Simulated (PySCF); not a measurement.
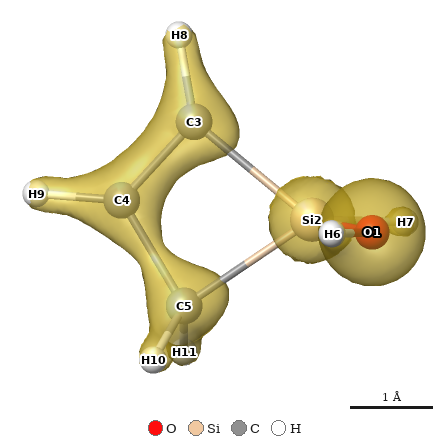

Figure 1: C₃H₆OSi. Isosurface of the electron density at 1.5 e/Å³ (yellow), seen at a tilt.

Geometry: GFN2-xTB.

Method: CAM-B3LYP/def2-SVPD, SCF density, gas phase in PySCF.

Input file:

```
{"job": {"kind": "uv", "xc": "CAM-B3LYP", "basis": "def2-SVPD", "nstates": 8, "ntriplets": 3}, "charge": 0, "multiplicity": 1}
O      2.183067    -0.765351     0.237953
Si     0.786842    -0.480642    -0.548590
C     -0.013789     1.235157    -0.517908
C     -1.101492     0.824306     0.138191
C     -0.893513    -0.646010     0.388395
H      2.353298    -0.407683     1.105628
H      1.005748    -1.215739    -1.780388
H      0.185903     2.233314    -0.876018
H     -1.969841     1.388618     0.444803
H     -0.864890    -0.899298     1.448886
H     -1.665907    -1.264001    -0.066917
```

Launched as:

```sh
OMP_NUM_THREADS=1 python probes_run.py task.json out
```

Q: What does this surface tell about the bonding?

A: At this value the surface falls into four separate pieces. It bridges the sampled C–C (1.34 Å) and O–H (0.95 Å) contacts, where the density stays above the isovalue. It is pinched off along the sampled Si–O (1.63 Å) and C–Si (1.89 Å) contacts. On the grid the lowest density along these lines, outside the cores, is 2.3 e/Å³ (C–C, 1.34 Å), 0.97 e/Å³ (Si–O, 1.63 Å), 0.75 e/Å³ (C–Si, 1.89 Å) and 2.4 e/Å³ (O–H, 0.95 Å).
